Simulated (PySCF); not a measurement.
**GeH2 (SMILES [GeH2]) at 6 levels**

We compute a comparison of 6 runs (MP2/ccECP-cc-pVDZ, BCCD(T)/ccECP-cc-pVDZ, CCSDT(Q)/ccECP-cc-pVDZ, CCSDT/ccECP-cc-pVDZ, QCISD(T)/ccECP-cc-pVDZ, CCSD(T)/ccECP-cc-pVDZ) of GeH2. 

The calculation is run with PySCF 2.14.0.

4 further runs of the same task are left out: 4 set aside as unsound or not needed.

## 1. The system as given

GeH2: 3 atoms, total charge 0, spin state singlet. As SMILES, `[GeH2]`. The coordinates come from a PBE0-D4/def2-TZVP relaxation.

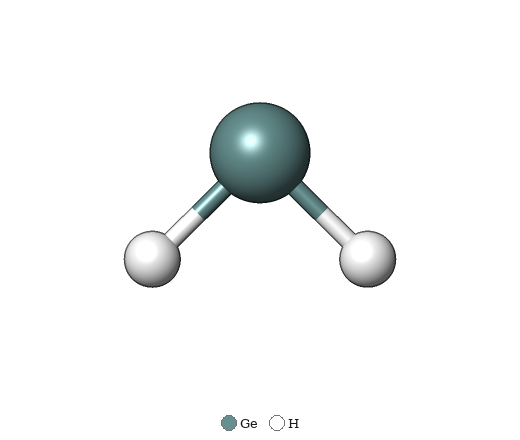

Viewed from a chosen angle; germanium teal, hydrogen white.

## 2. The energy at MP2/ccECP-cc-pVDZ (core potential) (run 1)

Input file mol.xyz:

```xyz
3

Ge    -0.570100     0.405100    -0.263700
H      0.783000     0.743600     0.509000
H     -0.212900    -1.148700    -0.245300
```

Input file run.py:

```python
from pyscf import gto, mp

mol = gto.M(
    atom='mol.xyz',
    basis='ccecp-cc-pvdz',
    verbose=4,
    max_memory=1860,
    ecp={'Ge': 'ccecp', 'H': 'ccecp'},
)

hf = mol.RHF()
hf.conv_tol = 1e-10
hf.kernel()
if not hf.converged:
    hf = hf.newton().run(hf.mo_coeff, hf.mo_occ)

pt = mp.MP2(hf).run()
e_final = pt.e_tot
print('E = %.10f Eh' % e_final)
```

Launch:

```
$ OMP_NUM_THREADS=1 python run.py
```

The program printed:

```text
PySCF version 2.14.0

[... 51 lines left out ...]
converged SCF energy = -4.8137075308495
[... 1 line left out ...]
******** <class 'pyscf.mp.mp2.RMP2'> ********
nocc = 3, nmo = 23
E(RMP2) = -4.89871446013728  E_corr = -0.085006929287783
E(SCS-RMP2) = -4.90833712840378  E_corr = -0.0946295975542777
E_corr(same-spin) = -0.00851390491276375
E_corr(oppo-spin) = -0.0764930243750193
E = -4.8987144601 Eh
```

It took 0.68 s on 1 thread of Intel Xeon Platinum 8488C (Sapphire Rapids), shared host; peak memory 0.13 GiB.

## 3. A single-point energy at BCCD(T)/ccECP-cc-pVDZ (core potential) (run 2)

Input file calc.py:

```python
from pyscf import gto, scf, cc
from pyscf.cc.bccd import bccd_kernel_

system = gto.Mole()
system.atom = [
    ('Ge', (-0.570100, 0.405100, -0.263700)),
    ('H', (0.783000, 0.743600, 0.509000)),
    ('H', (-0.212900, -1.148700, -0.245300)),
]
system.charge = 0
system.basis = 'ccecp-cc-pvdz'
system.verbose = 4
system.ecp = 'ccecp'
system.max_memory = 1860
system.build()

mf = scf.RHF(system)
mf.conv_tol = 1e-10
mf.kernel()
if not mf.converged:
    mf = mf.newton().run(mf.mo_coeff, mf.mo_occ)

mycc = cc.CCSD(mf).run()
mycc = bccd_kernel_(mycc, diis=True)
e_t = mycc.ccsd_t()
e_tot = mycc.e_tot + e_t
print(f'total energy: {e_tot:.8f} hartree')
```

Launch:

```
$ OMP_NUM_THREADS=1 python calc.py
```

The program printed:

```text
PySCF version 2.14.0

[... 51 lines left out ...]
converged SCF energy = -4.8137075308495
[... 11 lines left out ...]
Init t2, MP2 energy = -4.8987144592984  E_corr(MP2) -0.0850069284489002
[... 10 lines left out ...]
CCSD converged
[... 21 lines left out ...]
CCSD converged
[... 20 lines left out ...]
CCSD converged
[... 3 lines left out ...]
******** <class 'pyscf.cc.ccsd.CCSD'> ********
CC2 = 0
CCSD nocc = 3, nmo = 23
max_cycle = 50
direct = 0
conv_tol = 1e-07
conv_tol_normt = 1e-05
diis_space = 6
diis_start_cycle = 0
diis_start_energy_diff = 1e+09
Init E_corr(CCSD) = -0.112564295291032
cycle = 1  E_corr(CCSD) = -0.112565948308198  dE = -1.65301717e-06  norm(t1,t2) = 9.33117e-05
cycle = 2  E_corr(CCSD) = -0.112565583292909  dE = 3.65015289e-07  norm(t1,t2) = 1.58001e-05
cycle = 3  E_corr(CCSD) = -0.112565506318396  dE = 7.69745131e-08  norm(t1,t2) = 5.26022e-06
CCSD converged
E(CCSD) = -4.924947315545738  E_corr = -0.112565506318396
BCC iter:    2  E:      -4.924947315546  dE:    1.989e-07  |t1|:    4.060e-06
CCSD(T) correction = -0.00212589493930924
total energy: -4.92707321 hartree
```

Wall time 1.1 s (1 thread of Intel Xeon Platinum 8488C (Sapphire Rapids), shared host); peak memory 0.13 GiB.

Runs 3 to 4 aren't shown in full; the table further down has their settings and results.

## 4. The energy at QCISD(T)/ccECP-cc-pVDZ (core potential) (run 5)

Input file calc.py:

```python
from pyscf import gto, scf, cc

mol = gto.Mole()
mol.atom = '''
Ge    -0.570100     0.405100    -0.263700
H      0.783000     0.743600     0.509000
H     -0.212900    -1.148700    -0.245300
'''
mol.verbose = 4
mol.basis = 'ccecp-cc-pvdz'
mol.charge = 0
mol.max_memory = 1860
mol.ecp = 'ccecp'
mol.build()

myscf = scf.RHF(mol)
myscf.conv_tol = 1e-10
myscf.kernel()
if not myscf.converged:
    myscf = myscf.newton().run(myscf.mo_coeff, myscf.mo_occ)

mycc = cc.QCISD(myscf)
mycc.kernel()
e_t = mycc.qcisd_t()
energy = mycc.e_tot + e_t
print('E(%s) = %.9f' % ('QCISD(T)', energy))
```

Launch:

```
$ OMP_NUM_THREADS=1 python calc.py
```

The program printed:

```text
PySCF version 2.14.0

[... 51 lines left out ...]
converged SCF energy = -4.8137075308495
[... 10 lines left out ...]
Init t2, MP2 energy = -4.8987144592984  E_corr(MP2) -0.0850069284489002
[... 10 lines left out ...]
QCISD converged
[... 2 lines left out ...]
E(QCISD(T)) = -4.927086462
```

Wall time 0.74 s (1 thread of Intel Xeon Platinum 8488C (Sapphire Rapids), shared host); peak memory 0.13 GiB.

## 5. The energy at CCSD(T)/ccECP-cc-pVDZ (core potential) (run 6)

Input file input.py:

```python
from pyscf import gto, cc

molecule = gto.M(
    atom='''
Ge  -0.570100   0.405100  -0.263700
H    0.783000   0.743600   0.509000
H   -0.212900  -1.148700  -0.245300
''',
    basis='ccecp-cc-pvdz',
    max_memory=1860,
    spin=0,
    ecp='ccecp',
    verbose=3,
)

mf = molecule.RHF()
mf.conv_tol = 1e-10
mf.kernel()
if not mf.converged:
    mf = mf.newton().run(mf.mo_coeff, mf.mo_occ)

mycc = cc.CCSD(mf)
mycc.kernel()
e_t = mycc.ccsd_t()
e_final = mycc.e_tot + e_t
print(f'total energy: {e_final:.8f} hartree')
```

Launch:

```
$ OMP_NUM_THREADS=1 python input.py
```

The program printed:

```text
converged SCF energy = -4.8137075308495
E(CCSD) = -4.925014838875909  E_corr = -0.1113073080264106
CCSD(T) correction = -0.00205395191044016
total energy: -4.92706879 hartree
```

It took 0.81 s on 1 thread of Intel Xeon Platinum 8488C (Sapphire Rapids), shared host; peak memory 0.13 GiB.

## 6. All runs side by side

| run | level | energy (Eh) | dipole moment (D) of the reference | HOMO energy (eV) | LUMO energy (eV) | wall time |
| --- | --- | --- | --- | --- | --- | --- |
| 1 | MP2/ccECP-cc-pVDZ (core potential) | -4.898714 | 0.43 | -9.15 | 0.17 | 0.68 s |
| 2 | BCCD(T)/ccECP-cc-pVDZ (core potential) | -4.927073 | – | – | – | 1.1 s |
| 3 | CCSDT(Q)/ccECP-cc-pVDZ (core potential) | -4.927660 | 0.43 | -9.15 | 0.17 | 2.9 s |
| 4 | CCSDT/ccECP-cc-pVDZ (core potential) | -4.927582 | 0.43 | -9.15 | 0.17 | 2.5 s |
| 5 | QCISD(T)/ccECP-cc-pVDZ (core potential) | -4.927086 | 0.43 | -9.15 | 0.17 | 0.74 s |
| 6 | CCSD(T)/ccECP-cc-pVDZ (core potential) | -4.927069 | 0.43 | -9.15 | 0.17 | 0.81 s |

## 7. What came out

| quantity | value |
| --- | --- |
| run 6: total energy | -4.92707 Eh |
| run 6: dipole moment (Hartree–Fock density) | 0.43 D |
| run 6: HOMO energy (Hartree–Fock orbitals) | -9.15 eV |
| run 6: LUMO energy (Hartree–Fock orbitals) | 0.17 eV |
| run 6: HOMO–LUMO gap (Hartree–Fock orbitals) | 9.31 eV |
| run 6: correlation energy | -113.4 mEh |
| run 6: (T) correction | -2.05 mEh |
| run 6: T1 diagnostic | 0.013 |

All runs together took 8.7 s, the longest 2.9 s.
